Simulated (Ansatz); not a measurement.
**C₂H₆FNSi (SMILES C=C(F)[SiH2]N): density, localisation and related maps**

Input

```
crystal:
  periodic: [false, false, false]
  atoms:
    - { symbol: C, position_ang: [1.2187, 1.2063, 0.901] }
    - { symbol: C, position_ang: [0.8069, 0.0325, 0.4581] }
    - { symbol: F, position_ang: [-0.51446, -0.1075, 0.34863] }
    - { symbol: Si, position_ang: [1.7607, -1.38004, 0.00866] }
    - { symbol: "N", position_ang: [1.52286, -2.70273, 1.09805] }
    - { symbol: H, position_ang: [0.4483, 2.0448, 1.1174] }
    - { symbol: H, position_ang: [2.2481, 1.4906, 1.0258] }
    - { symbol: H, position_ang: [1.4245, -1.90095, -1.33288] }
    - { symbol: H, position_ang: [3.27484, -1.07646, 0.03488] }
    - { symbol: H, position_ang: [0.54454, -2.89959, 1.04995] }
    - { symbol: H, position_ang: [1.73137, -2.34396, 2.01016] }
basis:
  gaussian: { orbitals: "6-31G*" }
hamiltonian:
  xc: b3lyp
relax:
  f_tol: 0.015
  max_steps: 40
output:
  orbitals: {}
```

Run with:

```sh
ansatz run input.yaml --threads 1 --pin off --max-ram 2048MiB --backend cpu --events-out ev --progress --plain --runs-dir out
```

The fields are those of the relaxed geometry.

Computed with Ansatz, RKS B3LYP/6-31G*.

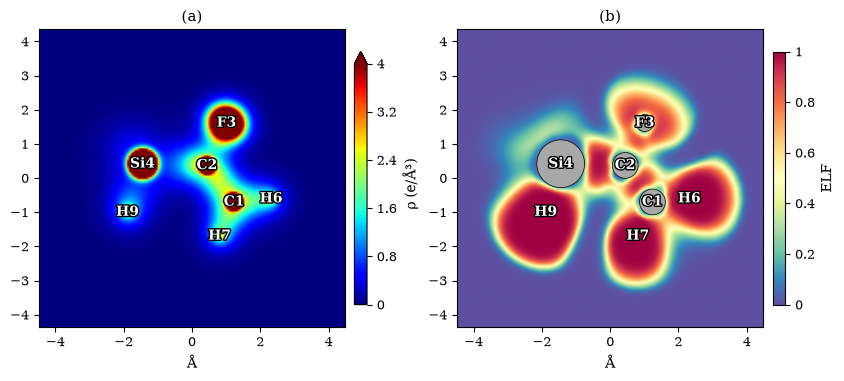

Figure 1. (a) total electron density; (b) electron localisation function on the plane of atoms F3, C2 and Si4. Grey discs cover the atomic cores in the ELF map.

**What does the map show?**

The plane passes through C, F, Si and H nuclei. C–C (1.33 Å): the density is about 2.4 e/Å³ at the midpoint; the ELF peaks at about 0.95 between the atoms; a multiple bond. C–F (1.37 Å): ρ is about 2.1 e/Å³ halfway, with its minimum of 1.6 e/Å³ about 0.5 Å from C; the ELF peaks at about 0.85 between the atoms (a shared but strongly polarised pair). C–Si (1.89 Å): the density is about 0.97 e/Å³ at the midpoint; the ELF peaks at about 1 between the atoms; a shared electron pair. C–H (1.08 Å): the density is about 2 e/Å³ at the midpoint; the ELF climbs to about 1 towards the hydrogen, as it does in any bond to H: a covalent bond by its length. Si–H (1.49 Å): the density is about 0.78 e/Å³ at the midpoint; the ELF climbs to about 1 towards the hydrogen. The ELF also peaks beside F3, away from the bonds: lone-pair regions.

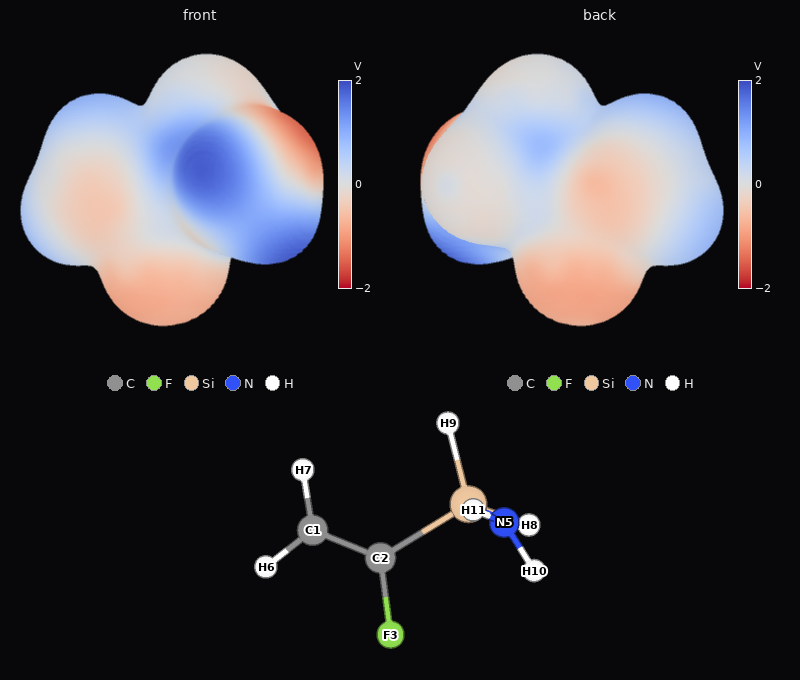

Figure 2. The molecular electrostatic potential painted on the density surface at 0.002 e/bohr³, seen from the front and from behind; the colour scale runs from red (negative) to blue (positive). The bare structure is drawn below in the same view.

**Which sites attract a positive test charge, and which a negative one?**

A positive charge is drawn to the negative regions and a negative charge to the positive ones. The most negative region (about −1.3 V) lies over N5, the most positive (about +1.8 V) over H10 and H11. N5 is the likeliest acceptor of a hydrogen bond.

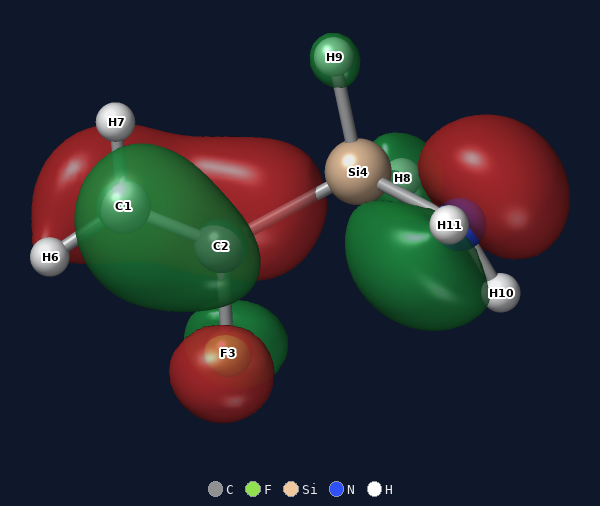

Figure 3. The HOMO−1 at ±0.1 Å⁻³ᐟ² (green and red are the two phases), seen across its widest extent.

**What is the character of this orbital?**

Its weight (Hirshfeld) is mainly on N5 (about 30 %), C2 (about 20 %), C1 (about 20 %), F3 (about 10 %) and Si4 (about 10 %). Its energy is −7.18 eV.

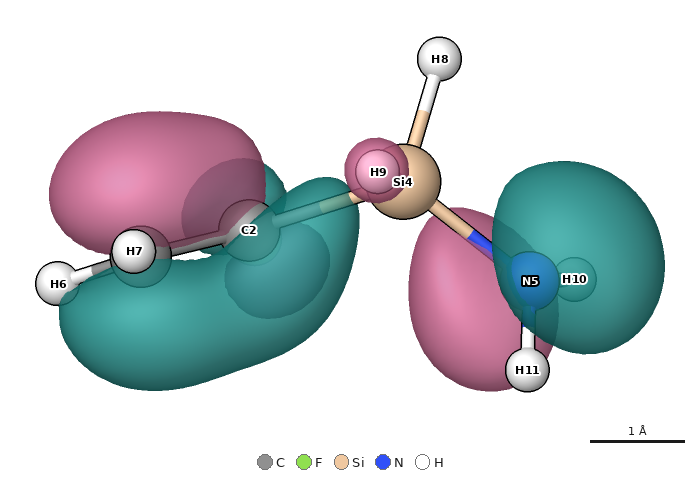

Figure 4. The HOMO at ±0.1 Å⁻³ᐟ² (teal and pink are the two phases), seen from one side.

**Where does this orbital lie, and at what energy?**

Its weight (Hirshfeld) is mainly on N5 (about 35 %), C1 (about 25 %), C2 (about 20 %) and F3 (about 5 %). Its energy is −6.89 eV.
